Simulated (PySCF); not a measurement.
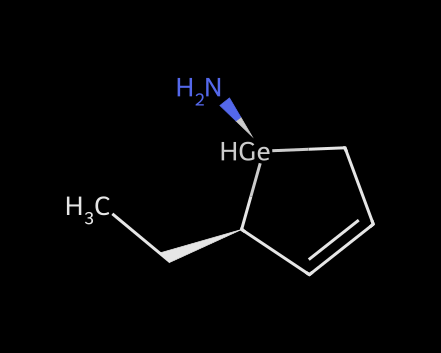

The drawing above gives the connectivity. The geometry was computed by an optimisation with PBE0-D3(BJ)/def2-SVP. No frequency run is at hand to confirm it as a minimum.

What does the molecule look like in three dimensions?

The molecule is C6H13GeN. Its SMILES string is `CC[C@@H]1C=C[CH2][Ge@@H]1[NH2]`. Among its groups: alkene. This geometry has C1 symmetry. Coordination, clear cases only: 4 C tetrahedral; 2 C trigonal planar; 1 N trigonal pyramidal.

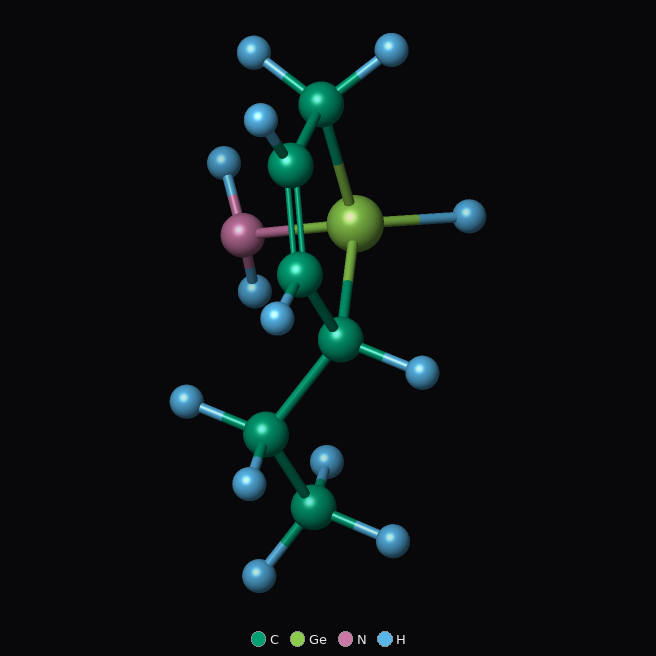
